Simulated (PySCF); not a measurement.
**C2F6, SMILES `FC(F)(F)C(F)(F)F`: what the electrons do**

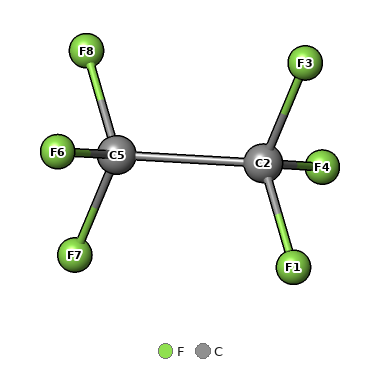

The molecule, with its atoms numbered as below. No frequency check shows the geometry to be a minimum.

Coordinates in Å:

```
F1       1.2442   -0.7466    0.9948
C2       0.7794    0.0001   -0.0000
F3       1.2438    1.2351    0.1491
F4       1.2442   -0.4883   -1.1438
C5      -0.7793   -0.0001   -0.0001
F6      -1.2441    0.4835    1.1459
F7      -1.2441   -1.2342   -0.1541
F8      -1.2440    0.7505   -0.9917
```

## 1. Bonding charge

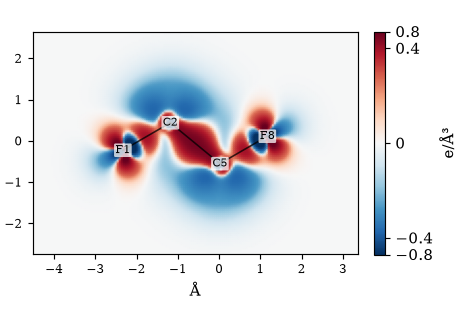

Deformation density (molecule less spherical, spin-averaged free atoms) in the plane of F1, C2, C5 and F8; colour scale in e/Å³, logarithmic beyond ±0.1; red: gain, blue: loss.

Method: PBE0/def2-TZVP; geometry: GFN2-xTB; program: PySCF.

Q: Describe the bonding that the map shows.

A: C2–C5: +0.69 e/Å³ at the bond critical point (bond length 1.56 Å, Mayer order 1.0). C5–F8 and F1–C2: +0.18 e/Å³ at the bond critical point (bond length 1.33 Å, Mayer order 1.2). In all, 1.7 electrons gather in the regions of gain relative to the promolecule.

## 2. Bond critical points

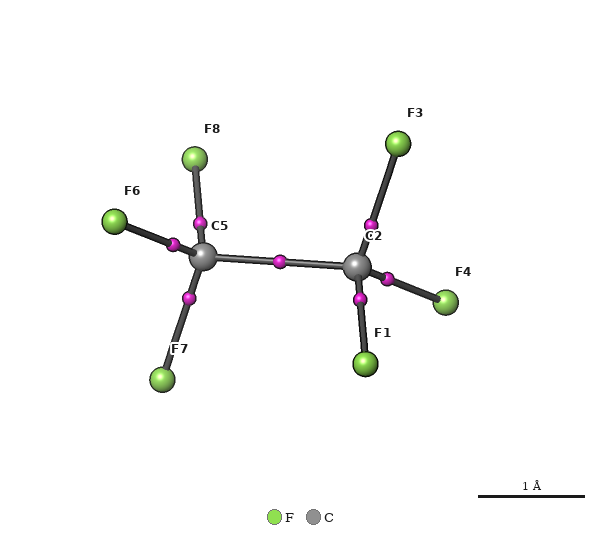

Molecular graph of the electron density (QTAIM): bond paths, bond critical points (magenta), ring points (cyan, if any); weak paths are dashed.

Q: How many critical points of each kind are there, and does the count close?

A: 8 nuclei, 7 bond, 0 ring and 0 cage critical points: 8 − 7 + 0 − 0 = 1, as the Poincaré–Hopf relation requires.

Q: What does the calculation give at each kind of bond critical point?

A:
```tsv
bond	length (Å)	ρ (a.u.)	∇²ρ (a.u.)	ε	H (a.u.)
C5–F7 (6 alike)	1.328	0.295	−0.44	0.11	−0.473
C2–C5	1.559	0.265	−0.75	0.00	−0.229
```

Q: What kind of interaction is C2–C5?

A: Shared-shell (covalent): ρ = 0.265, ∇²ρ = −0.75, H = −0.229 a.u.

## 3. Electrostatic potential

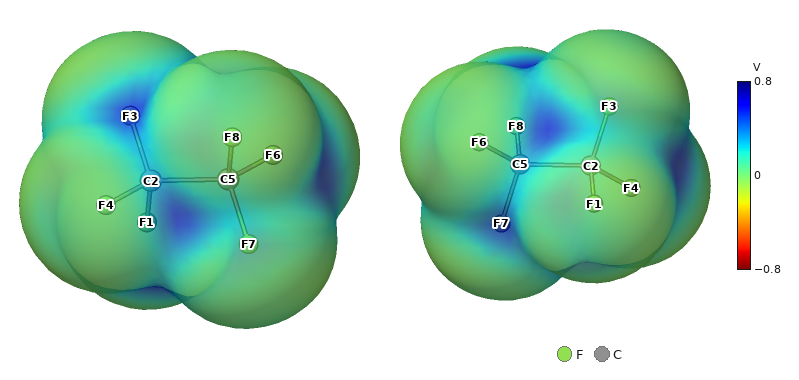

Electrostatic potential on the surface of electron density 0.001 a.u. (back view left, front view right).

Q: Where are the extremes of the potential on the surface?

A: Highest: 0.71 V, over the middle of C5, F6, F7 and F8, about 1.9 Å from them, and at like points elsewhere. Further maxima include 0.60 V, over the middle of F4, C5, F7 and F8, about 1.9 Å from them, and at like points elsewhere. Lowest: −0.05 V, 1.6 Å from F6, and at like points elsewhere. The surface is sampled at points, so like sites can differ by a few per cent and only the strongest of them is named.

Q: What volume does the surface enclose, and what is the dipole moment?

A: About 96 Å³; the dipole moment is 0.0 D.

## 4. In an electric field

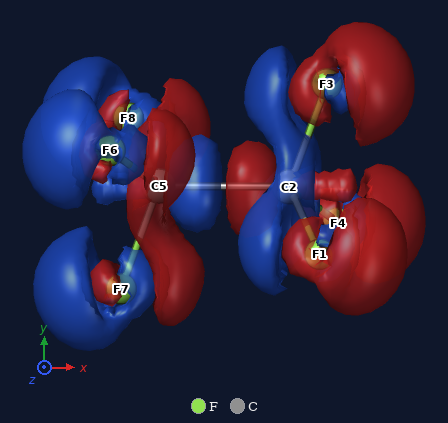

Change of the electron density in a uniform field of 0.21 V/Å, surfaces at ±0.0015 e/Å³ (red: gain, blue: loss).

Method: PBE0/def2-TZVP; geometry: GFN2-xTB; program: PySCF. A basis without diffuse functions makes polarisabilities too small.

The field was applied in both directions; the picture shows the one opposite to the script's first.

Q: Along which Cartesian direction does the field point?

A: Along −x: electrons gather on the +x side, against the field.

Q: What dipole is induced, and what polarisability does it imply?

A: The induced dipole is 0.29 D (along the field); α along this axis, from the fields in both directions, is 29 bohr³ (4.2 Å³).

## 5. Removing or adding an electron

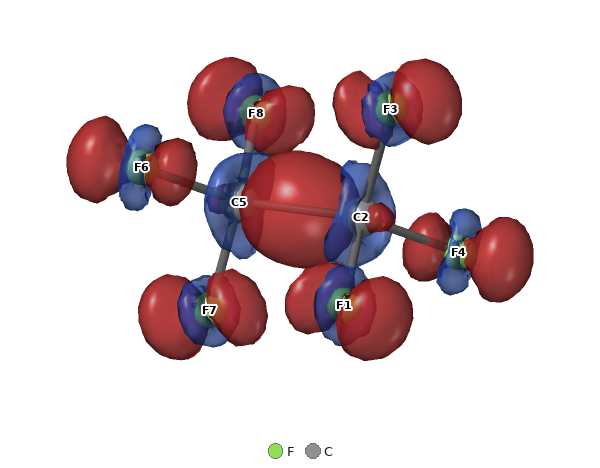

Fukui function f⁻ = ρ(N) − ρ(N−1) at fixed geometry, surfaces at ±0.05 e/Å³ (red positive, blue negative).

Q: On which atoms does the density change most on removal of an electron?

A: f⁻ (Hirshfeld-condensed) is largest on F1, F3, F4, F6, F7 and F8 (0.14 each) and C2 and C5 (0.09 each); the vertical ionisation energy is 13.90 eV (the stability of the cation's solution wasn't checked). Condensed values hint at sites of electrophilic attack but needn't mark the atom that reacts. Shares this close don't rank the sites. Orbital relaxation makes it negative in places (0.19 e in all).

```csv
atom,f⁻,charge
F1,+0.14,−0.08
C2,+0.09,+0.23
F3,+0.14,−0.08
F4,+0.14,−0.08
C5,+0.09,+0.23
F6,+0.14,−0.08
F7,+0.14,−0.08
F8,+0.14,−0.08
```

The PySCF runs shown took 13 s, 34 s and 40 s on 1 thread of Intel(R) Xeon(R) 6975P-C (Granite Rapids), on a shared host.
